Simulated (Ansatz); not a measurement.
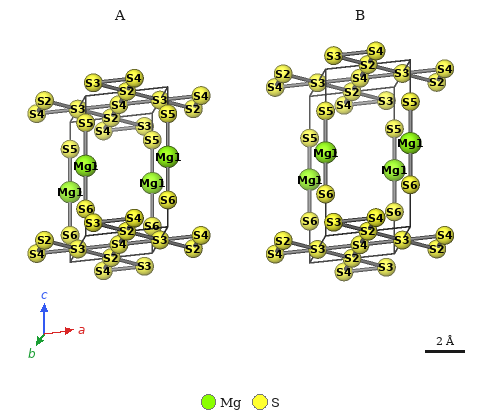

Two geometries of solid MgS₅ (a generated structure, set up in P6/mmm) (coarse preliminary run), drawn at one scale. One is the start of a relaxation, the other its converged end. Style: ball-and-stick. Shown: the cell of the calculation, from a free direction.

These are results of DFT PBE, scalar-relativistic, plane waves, PAW in Ansatz 0.2.0, not measurements. Set-up: plane-wave cutoff 420 eV; k-point mesh 6 × 6 × 2; occupations gaussian; smearing width 0.1 eV; no spin polarisation; cell and atoms relaxed; force threshold 0.04 eV/Å; at most 70 steps.

Question: Which geometry has the lower energy?

Answer: Structure B is the relaxed one. The largest moves relative to the cell, 0.54 Å, are those of S5 and S6. S6 goes along +c. Mg stays in place. The drawn cell changes as follows: a = b 4.572 → 4.718 Å (+3.2 %), c 7.694 → 9.166 Å (+19.1 %); the volume changes by +26.9 %. Among the contacts that change: S2–S5 2.722 → 3.294 Å, Mg1–S5 2.370 → 2.284 Å, S2–S3 2.286 → 2.359 Å. The space group stays P6/mmm (No. 191). Over 5 accepted moves (6 points after the start) the energy falls by 1.700 eV per cell of the calculation. Largest force component: 2.7 eV/Å at the start, 0.0065 eV/Å at the end. The pressure goes from 10.70 to 0.13 GPa. At 1 point the geometry stayed and the basis and grid were re-selected for the new cell (energy shift of 17.2 meV per cell of the calculation at most each time).

Limits of the set-up: the k-point mesh is coarse for a cell with partly filled bands.
